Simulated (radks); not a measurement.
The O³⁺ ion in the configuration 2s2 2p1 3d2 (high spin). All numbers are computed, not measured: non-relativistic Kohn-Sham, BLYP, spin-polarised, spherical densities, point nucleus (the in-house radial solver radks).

```
Z 8
configuration 2s2 2p1 3d2
relativity non-relativistic
functional b88,lyp
spin polarised
nucleus point
```

Launched within a batch that task.json describes:
```bash
python run_ks.py task.json out
```

Wanted: the number of electrons inside radius r (solid) and the radial density 4πr²ρ (dashed).

The count levels off at 5 electrons. Half of them lie within 1.00 bohr, 90 % within 2.52 bohr and 99 % within 3.99 bohr. The radial density has a minimum at 0.209 bohr, where the count stands at 0.1; this parts the shells that the density resolves.

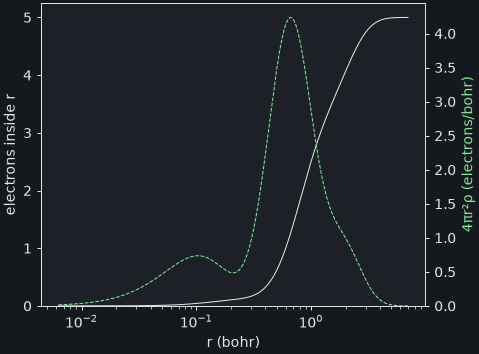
